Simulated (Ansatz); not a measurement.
## SiNH4 (SMILES [NH][SiH3]): where methods fail along a bond

The species is SiNH4 (6 atoms), meant as a doublet with charge 0. SMILES: `[NH][SiH3]`. The shape is that of a PBE0-D4/def2-TZVP optimisation.

```xyz
6

N     0.5921   -0.8352    0.9095
Si   -0.2037    0.3476   -0.1100
H     0.9228   -1.6407    0.3727
H    -1.3106   -0.2823   -0.8855
H     0.7895    0.9118   -1.0689
H    -0.7481    1.4348    0.7362
```

The N1–Si2 distance is scanned; the parts on either side stay rigid. Basis STO-3G, 6 core orbitals frozen in the correlated methods; program Ansatz 0.2.0. FCI is exact within this basis and core. Energies in eV from each method's value at 1.753 Å; open shells run as named. The shape above is that at 1.753 Å.

```
distance (Å)  UBHLYP  UCAM-B3LYP  UHSE06  UCCSDTQ   FCI
       1.753    0.00        0.00    0.00     0.00  0.00
       2.191    1.23        1.12    1.07     0.92  0.92
       2.629    2.98        3.00    2.93     2.41  2.41
       3.505    3.72        3.96    3.90     3.14  3.14
       4.382    3.76        4.02    3.97     3.18  3.18
```

Departure from the FCI curve at its largest: UBHLYP +0.58 eV at 4.38 Å; UCAM-B3LYP +0.84 eV at 4.38 Å; UHSE06 +0.78 eV at 4.38 Å; UCCSDTQ within 0.005 eV. For the functionals part of the departure is owed to the small basis.

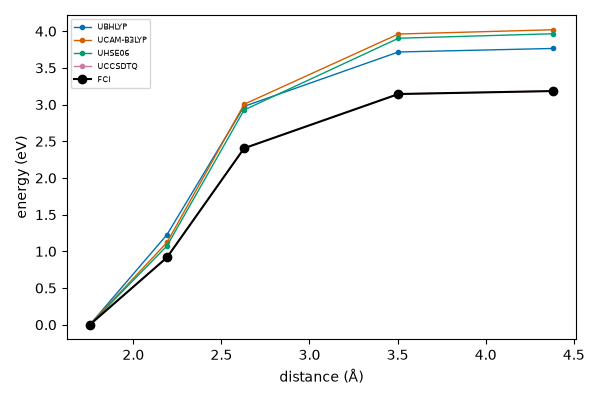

The curves of the table.
